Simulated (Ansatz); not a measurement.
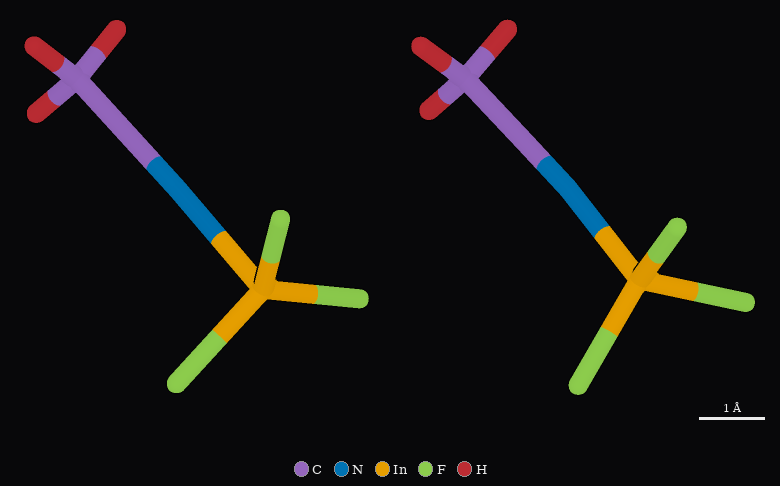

Two geometries of C2H3F3InN (coarse preliminary run), drawn at one scale. One is the start of a relaxation, the other its converged end. Style: stick. Shown from a free direction.

Level of theory: RKS PBE-D4/def2-SVP in Ansatz. Set-up: force threshold 0.03 eV/Å; at most 200 steps.

Q: Which one is relaxed?

A: The left one is the relaxed one. The start comes from a force field. The largest move after the best rigid fit is that of the In atom, 0.29 Å. By element the largest moves are In 0.29 Å, F 0.21 Å, H 0.07 Å, C 0.07 Å, N 0.04 Å. Some distances before and after: In–N 2.045 → 2.340 Å, C–H 1.035 → 1.108 Å, F–In 1.901 → 1.973 Å, C–C 1.503 → 1.449 Å. Bond angles that change, for instance: N–In–F 113.4° → 97.0°, F–In–F 107.3° → 118.3°, N–In–F 107.6° → 97.4°. After 5 geometry steps the energy has fallen by 0.791 eV. The largest force component goes from 3.9 to 0.02 eV/Å. The run took 10 s on 4 threads of Arm Neoverse V2, with other jobs on the host.
